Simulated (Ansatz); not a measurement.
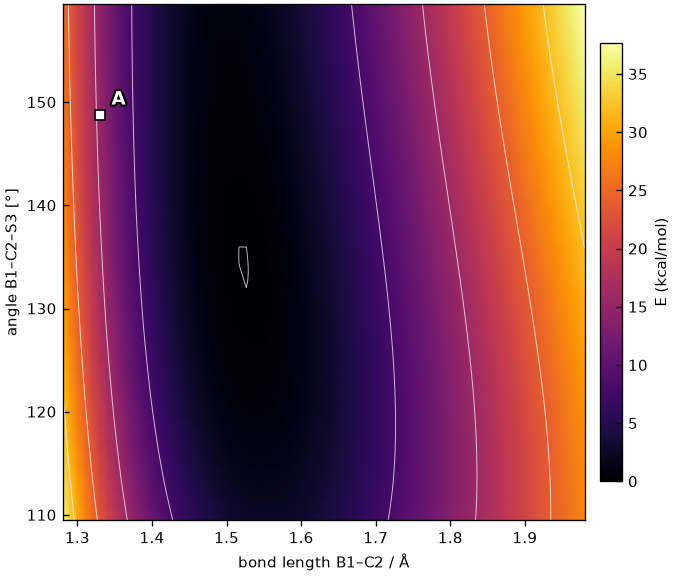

CHBS, SMILES B#CS. First axis: bond length B1–C2. Second axis: angle B1–C2–S3. Nothing is relaxed (all other coordinates rigid). The grid has 15 × 15 points. Points are written as (first, second). All energies are given in kcal/mol relative to the lowest grid point. Theory: RHF/def2-TZVP (Ansatz 0.2.0).

The picture shows a smooth colour map with a few white contour lines, the point A. Between grid points the surface is interpolated.

### Which way does the force act at A, and how strong is it?

A, at (1.33 Å, 148.8°), is not a stationary point. The computed force is 193 kcal/mol for each Å towards larger values of bond length B1–C2 and 0.07 kcal/mol for each degree towards larger values of angle B1–C2–S3.
